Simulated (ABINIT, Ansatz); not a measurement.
**SnPbSe3 (Pm-3m): zone-centre phonons**

Which modes does SnPbSe3 (Pm-3m) have at the zone centre?

Main program and level: ABINIT 10.8.3; DFT LDA, scalar-relativistic, plane waves, HGH norm-conserving pseudopotentials.

The structure was built from a prototype and need not be the compound's stable phase.

**1. The structure**

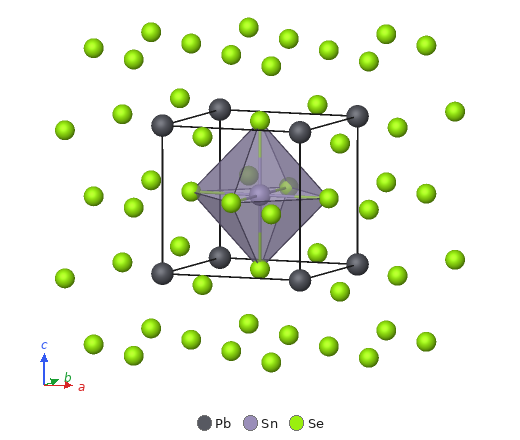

The starting structure, seen slightly off an axis (lead dark grey, tin purple, selenium green). Some periodic images of atoms are drawn too.

**2. Relaxation**

The harmonic expansion needs vanishing forces, and a free crystal bears no stress, so cell and atoms are brought to rest. Stress is more sensitive to the basis than forces are: the last 3 Ha under the cutoff are smoothed with ecutsm, and the cutoff is raised above that of the later runs.

The starting cell comes from a relaxation made beforehand in Ansatz (LDA, PseudoDojo NC).

Input file relax.abi:

```
# relaxation
ionmov 2
optcell 2
dilatmx 1.08
ntime 40
tolmxf 1.0d-05
tolvrs 1.0d-14
prtwf 0
prtden 0
chksymtnons 0

# basis, mesh and filling
ecut 26.0
ecutsm 3.0
ixc 7
ngkpt 4 4 4
nshiftk 1
shiftk 0.0 0.0 0.0
istwfk *1
occopt 6
tsmear 0.01
nband 20
nstep 100
diemac 1000000.0
prtebands 0
prtgsr 0

# cell and atoms
acell 3*1.0 Angstrom
rprim 
    5.159529432 0.0 0.0
    0.0 5.159529432 0.0
    0.0 0.0 5.159529432
ntypat 3
znucl 82 50 34
natom 5
typat 1 2 3 3 3
xred 
    0.0 0.0 0.0
    0.5 0.5 0.5
    0.5 0.5 0.0
    0.5 0.0 0.5
    0.0 0.5 0.5
pp_dirpath "./pseudo"
pseudos "Pb.hgh, Sn.hgh, Se.hgh"
```

Command:

```
$ OMP_NUM_THREADS=1 mpirun -n 4 abinit relax.abi > relax.log
```

Numbers of over 12 decimals in the logs are rounded to 6 here.

relax.abo, the main output file:

```text
[banners, grids, parts of the stress and lines that vanish by symmetry left out]
- input  file    -> relax.abi
- output file    -> relax.abo
- root for input  files -> relaxi
[...]
Symmetries : space group Pm -3 m (#221); Bravais cP (primitive cubic)
[...]
mpw =        7441          nfft =      125000          nkpt =          10
[...]
== DATASET  1 ==================================================================
[...]
cutoff_energies: {ecut:  26.0, pawecutdg:  -1.0, }
[...]
Exchange-correlation functional for the present dataset will be:
  LDA: Perdew-Wang 92 LSD fit to Ceperley-Alder data - ixc=7
[...]
ETOT  1  -35.614576548778    -3.561E+01 1.740E-02 5.182E+02
 ETOT  2  -35.696895884573    -8.232E-02 2.514E-03 3.235E+01
 ETOT  3  -35.701537145182    -4.641E-03 7.774E-04 5.137E+00
 ETOT  4  -35.702120672219    -5.835E-04 3.171E-04 1.607E-01
 ETOT  5  -35.702144060028    -2.339E-05 9.764E-05 5.916E-03
[...]
At SCF step   12       vres2   =  4.78E-17 < tolvrs=  1.00E-14 =>converged.
[...]
sigma(1 1)=  8.96587689E-06  sigma(3 2)=  0.00000000E+00
  sigma(2 2)=  8.96587689E-06  sigma(3 1)=  0.00000000E+00
  sigma(3 3)=  8.96587689E-06  sigma(2 1)=  0.00000000E+00
[...]
convergence: {deltae:  6.679E-13, res2:  4.780E-17, residm:  2.587E-04, diffor: null, }
etotal    :  -3.57021446E+01
[...]
ETOT  1  -35.702145108068    -3.570E+01 2.309E-04 4.943E-02
[...]
At SCF step    9       vres2   =  8.92E-16 < tolvrs=  1.00E-14 =>converged.
[...]
sigma(1 1)=  7.54380650E-06  sigma(3 2)=  0.00000000E+00
  sigma(2 2)=  7.54380650E-06  sigma(3 1)=  0.00000000E+00
  sigma(3 3)=  7.54380650E-06  sigma(2 1)=  0.00000000E+00
[...]
convergence: {deltae:  5.684E-13, res2:  8.923E-16, residm:  3.271E-06, diffor: null, }
etotal    :  -3.57021508E+01
[...]
ETOT  1  -35.702012314894    -3.570E+01 2.808E-04 1.340E+00
[...]
ETOT  9  -35.702165630970    -8.313E-13 7.501E-07 3.477E-14
 ETOT 10  -35.702165630969     4.619E-13 1.609E-06 2.094E-16
 At SCF step   10       vres2   =  2.09E-16 < tolvrs=  1.00E-14 =>converged.
[...]
sigma(1 1)= -5.40178879E-08  sigma(3 2)=  0.00000000E+00
  sigma(2 2)= -5.40178879E-08  sigma(3 1)=  0.00000000E+00
  sigma(3 3)= -5.40178879E-08  sigma(2 1)=  0.00000000E+00
[...]
convergence: {deltae:  4.619E-13, res2:  2.094E-16, residm:  1.609E-06, diffor: null, }
etotal    :  -3.57021656E+01
[...]
At Broyd/MD step   3, gradients are converged :
[...]
sigma(1 1)= -5.40178879E-08  sigma(3 2)=  0.00000000E+00
  sigma(2 2)= -5.40178879E-08  sigma(3 1)=  0.00000000E+00
  sigma(3 3)= -5.40178879E-08  sigma(2 1)=  0.00000000E+00
[...]
- sigma(1 1)= -1.58926113E-03  sigma(3 2)=  0.00000000E+00
- sigma(2 2)= -1.58926113E-03  sigma(3 1)=  0.00000000E+00
- sigma(3 3)= -1.58926113E-03  sigma(2 1)=  0.00000000E+00
[...]
fcart     -0.0000000000E+00 -0.0000000000E+00 -0.0000000000E+00
           strten     -5.4017887927E-08 -5.4017887928E-08 -5.4017887927E-08
================================================================================

[key lines of the parts left out:]
pressure_GPa:   1.5893E-03
Total energy (etotal) [Ha]= -3.57021656309692E+01
```

It took 46 s on 4 MPI ranks of Arm Neoverse V2, shared host.

Relaxation path:

```csv
step,energy less that of the first step (eV),largest force (eV/Å),volume (Å³)
1,0.0000,0.0000,137.35
2,-0.0002,0.0000,137.24
3,-0.0006,0.0000,136.66
```

```csv
"conventional cell, symmetrised",before,after,change
a (Å),5.160,5.151,-0.2 %
b (Å),5.160,5.151,-0.2 %
c (Å),5.160,5.151,-0.2 %
volume (Å³/atom),27.47,27.33,-0.5 %
```

Final coordinates:

```xyz
5
Lattice="5.1508 0.0000 0.0000 0.0000 5.1508 0.0000 0.0000 0.0000 5.1508" Properties=species:S:1:pos:R:3 pbc="T T T"
Pb    0.0000    0.0000    0.0000
Sn    2.5754    2.5754    2.5754
Se    2.5754    2.5754    0.0000
Se    2.5754    0.0000    2.5754
Se    0.0000    2.5754    2.5754
```

Numbers from this step:

| Item | Value |
| --- | --- |
| volume per atom | 27.33 Å³ |
| pressure | 0.001589 GPa |
| gap on the k-mesh | 0 eV |

The volume changes by -0.5 % from the cell with which this run began.

**3. Ground state**

First-order wavefunctions inherit every error of the ground state, hence the very tight tolvrs. Occupations are smeared.

Input file gs.abi:

```
# ground state
tolvrs 1.0d-16
prtden 1
prtwf 1

# basis, mesh and filling
ecut 20.0
ixc 7
ngkpt 4 4 4
nshiftk 1
shiftk 0.0 0.0 0.0
istwfk *1
occopt 6
tsmear 0.01
nband 20
nstep 100
diemac 1000000.0
prtebands 0
prtgsr 0

# cell and atoms
acell 3*1.0 Angstrom
rprim 
    5.150816967 0.0 0.0
    0.0 5.150816967 0.0
    0.0 0.0 5.150816967
ntypat 3
znucl 82 50 34
natom 5
typat 1 2 3 3 3
xred 
    0.0 0.0 0.0
    0.5 0.5 0.5
    0.5 0.5 0.0
    0.5 0.0 0.5
    0.0 0.5 0.5
pp_dirpath "./pseudo"
pseudos "Pb.hgh, Sn.hgh, Se.hgh"
```

Command:

```
$ OMP_NUM_THREADS=1 mpirun -n 4 abinit gs.abi > gs.log
```

gs.abo, the main output file:

```text
[banners, grids, parts of the stress and lines that vanish by symmetry left out]
- input  file    -> gs.abi
- output file    -> gs.abo
- root for input  files -> gsi
[...]
Symmetries : space group Pm -3 m (#221); Bravais cP (primitive cubic)
[...]
mpw =        3952          nfft =       64000          nkpt =          10
[...]
== DATASET  1 ==================================================================
[...]
cutoff_energies: {ecut:  20.0, pawecutdg:  -1.0, }
[...]
Exchange-correlation functional for the present dataset will be:
  LDA: Perdew-Wang 92 LSD fit to Ceperley-Alder data - ixc=7
[...]
ETOT  1  -35.614288972132    -3.561E+01 2.255E-02 2.569E+02
 ETOT  2  -35.691120476045    -7.683E-02 1.196E-03 1.575E+01
 ETOT  3  -35.695326632298    -4.206E-03 8.282E-04 2.465E+00
 ETOT  4  -35.695874494995    -5.479E-04 8.731E-04 8.542E-02
 ETOT  5  -35.695898945540    -2.445E-05 2.019E-04 3.031E-03
[...]
ETOT 11  -35.695899538670    -6.395E-13 1.723E-05 1.126E-14
 ETOT 12  -35.695899538669     9.379E-13 1.164E-05 2.143E-17
 At SCF step   12       vres2   =  2.14E-17 < tolvrs=  1.00E-16 =>converged.
[...]
sigma(1 1)=  3.10653686E-05  sigma(3 2)=  0.00000000E+00
  sigma(2 2)=  3.10653686E-05  sigma(3 1)=  0.00000000E+00
  sigma(3 3)=  3.10653686E-05  sigma(2 1)=  0.00000000E+00
[...]
convergence: {deltae:  9.379E-13, res2:  2.143E-17, residm:  1.164E-05, diffor: null, }
etotal    :  -3.56958995E+01
[...]
sigma(1 1)=  3.10653686E-05  sigma(3 2)=  0.00000000E+00
  sigma(2 2)=  3.10653686E-05  sigma(3 1)=  0.00000000E+00
  sigma(3 3)=  3.10653686E-05  sigma(2 1)=  0.00000000E+00
[...]
- sigma(1 1)=  9.13974700E-01  sigma(3 2)=  0.00000000E+00
- sigma(2 2)=  9.13974700E-01  sigma(3 1)=  0.00000000E+00
- sigma(3 3)=  9.13974700E-01  sigma(2 1)=  0.00000000E+00
[...]
fcart     -0.0000000000E+00 -0.0000000000E+00 -0.0000000000E+00
           strten      3.1065368646E-05  3.1065368646E-05  3.1065368646E-05
================================================================================

[key lines of the parts left out:]
pressure_GPa:  -9.1397E-01
```

It took 9.7 s on 4 MPI ranks.

This step gave:

| Item | Value |
| --- | --- |
| pressure | -0.9140 GPa |

The cell stands at -0.91 GPa: the relaxation ran with a smoothed and higher cutoff, and the difference is a stress of the finite basis.

(Part 1 of 4 ends here.)

[Host names and launcher messages were left out of these logs when they were recorded.]

[Logs are printed without paths, hosts, clocks, repeated set-up lines and the standing remarks that a program may print on its own settings, such as how far it seeks lower states.]

[Hosts, paths, dates, database ids (printed as entryN), source tags and the programs' standing remarks are cut or masked in the printed files.]
